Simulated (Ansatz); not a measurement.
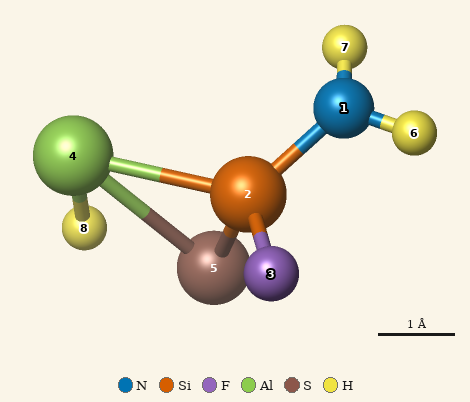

The structure (ball-and-stick view, seen at a tilt; atoms are numbered from 1 in the order of the input). Sticks mark near contacts.

## Phonon calculation of AlSiNH₃SF

AlSiNH₃SF, computed with UKS PBE0-D4/def2-SVP (Ansatz 0.2.0).

It belongs to a series of runs on one base structure; here: vibrations at the highest image of the band. Figures and captions count atoms from 1; the log counts them from 0 in places.

### What the program printed
```
Engine: ansatz 0.2.0, aarch64-unknown-linux-gnu
Functional definition: PBE0
  parameter a = 0.25
  parameter kappa = 0.804
  parameter beta = 0.06672455060314922
  exchange = (1 - a)*pbe_x(kappa = kappa, mu = beta*pi^2/3) + a*exact_x
  correlation = pbe_c(beta = beta)
977 factors; integrals over basis functions are off by at most 4.0e-4 eV
mean field evaluation 1: about -29534.7969 eV, gradient 4.0e1 eV
mean field evaluation 2: about -29488.5524 eV, gradient 8.2e1 eV
mean field evaluation 4: about -29541.2463 eV, gradient 6.5e0 eV
mean field evaluation 8: about -29541.4345 eV, gradient 4.4e-1 eV
mean field evaluation 16: about -29541.4359 eV, gradient 9.4e-5 eV
mean field -29541.43589533 eV, -1085.6277452490 hartree, gradient 4.0e-5 eV, S^2 0.000000; 1 other end points of the search recorded, 0 dependent functions left out
the calculation of the forces begins
reference -29541.43592211 eV, -1085.6277462331 hartree; 31, 31 occupied and 66, 66 virtual orbitals, 977 factors
these checks for a lower state are left out or cut short: stability, starts, cluster_reference, orbital_swaps, neighbouring_geometries, increment
977 factors; integrals over basis functions are off by at most 4.0e-4 eV
mean field -29541.43570960 eV, -1085.6277384234 hartree, gradient 1.9e-6 eV, S^2 0.000000; 0 other end points of the search recorded, 0 dependent functions left out
[... from here on the field's lines of each further geometry are left out, up to the last ...]
the calculation of the forces begins
reference -29541.43596174 eV, -1085.6277476895 hartree; 31, 31 occupied and 66, 66 virtual orbitals, 977 factors
these checks for a lower state are left out or cut short: stability, starts, cluster_reference, orbital_swaps, neighbouring_geometries, increment
977 factors; integrals over basis functions are off by at most 4.0e-4 eV
mean field -29541.43582278 eV, -1085.6277425828 hartree, gradient 1.8e-6 eV, S^2 0.000000; 0 other end points of the search recorded, 0 dependent functions left out
the calculation of the forces begins
reference -29541.43584956 eV, -1085.6277435670 hartree; 31, 31 occupied and 66, 66 virtual orbitals, 977 factors
WARN: phonons: modes at or below zero, which the zero-point energy, F, S and C_V leave out: 1, the lowest at -933.17 cm⁻¹. A minimum has none, and a first-order saddle one
Total energy: -29541.63783691 eV, -1085.6351664653 hartree
Atom 0 at     0.426010     1.485110     0.481364 Å, force    -0.005078     0.008843     0.018610 eV/Å
Atom 1 at     0.429509    -0.172800     0.056033 Å, force    -0.001139    -0.017392    -0.002330 eV/Å
Atom 2 at     2.010756    -0.544393    -0.068030 Å, force    -0.001151     0.002444    -0.004301 eV/Å
Atom 3 at    -1.087607    -1.864149     0.944730 Å, force    -0.000545     0.000214    -0.001607 eV/Å
Atom 4 at    -0.680827    -0.912576    -1.560338 Å, force     0.006685     0.011420     0.002759 eV/Å
Atom 5 at     1.091461     2.105986     0.031911 Å, force     0.004121    -0.003135    -0.008727 eV/Å
Atom 6 at    -0.449140     1.955338     0.678901 Å, force    -0.002172     0.000352    -0.008470 eV/Å
Atom 7 at    -1.647963    -2.109617    -0.620472 Å, force    -0.000722    -0.002747     0.004065 eV/Å
Dipole moment:    -0.276298     0.319906     0.366194 e Å
Vibrations: -933.17 89.41 160.66 209.09 238.07 294.41 317.26 366.60 384.97 407.13 550.30 801.19 896.26 917.95 1529.26 1655.12 3605.66 3715.09 cm⁻¹, zero-point energy 1.000456 eV
```

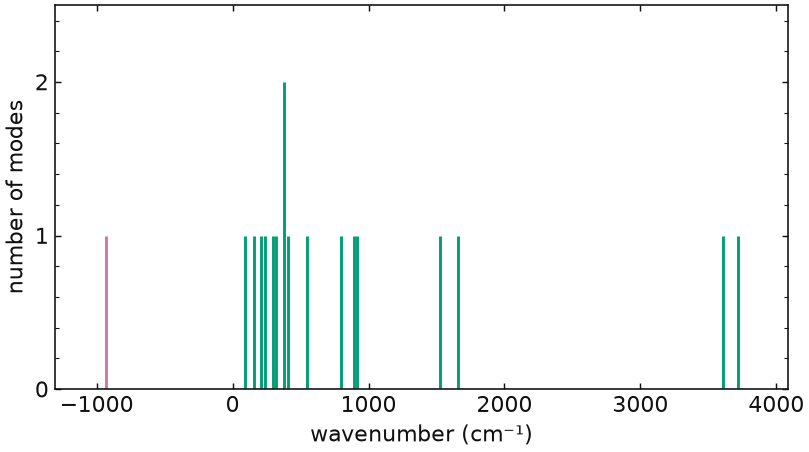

Harmonic vibrational wavenumbers from the force constants; neighbouring modes closer than 21 cm⁻¹ are counted in one stick, and imaginary ones are drawn at negative wavenumbers. 18 modes from 933i to 3715 cm⁻¹, 1 imaginary beyond 8i (933i cm⁻¹): a first-order saddle point, if the geometry is stationary.

This output came from the following input.

### The input
```yaml
crystal:
  periodic: [false, false, false]
  atoms:
    - { symbol: "N", position_ang: [0.42601, 1.48511, 0.481364] }
    - { symbol: Si, position_ang: [0.429509, -0.1728, 0.056033] }
    - { symbol: F, position_ang: [2.010756, -0.544393, -0.06803] }
    - { symbol: Al, position_ang: [-1.087607, -1.864149, 0.94473] }
    - { symbol: S, position_ang: [-0.680827, -0.912576, -1.560338] }
    - { symbol: H, position_ang: [1.091461, 2.105986, 0.031911] }
    - { symbol: H, position_ang: [-0.44914, 1.955338, 0.678901] }
    - { symbol: H, position_ang: [-1.647963, -2.109617, -0.620472] }
magnetization:
  spin_polarized: true
basis:
  gaussian: { orbitals: def2-SVP }
hamiltonian:
  xc: pbe0
  dispersion: d4
phonons: {}
```

Command:
```bash
ansatz run input.yaml --threads 2 --pin off --max-ram 3072MiB --backend cpu --events-out ev --progress --plain --runs-dir out
```

### Key numbers

| quantity | value |
| --- | --- |
| outcome | converged |
| total energy | −29541.6378 eV |
| mean-field energy | −29541.4359 eV |
| largest force (length of the vector) | 0.021 eV/Å |
| hardware | 2 threads of Arm Neoverse V2, 24 GiB of memory available, shared host |
| wall time | 95 s (CPU time 3 min) |
| peak memory | 0.29 GiB |
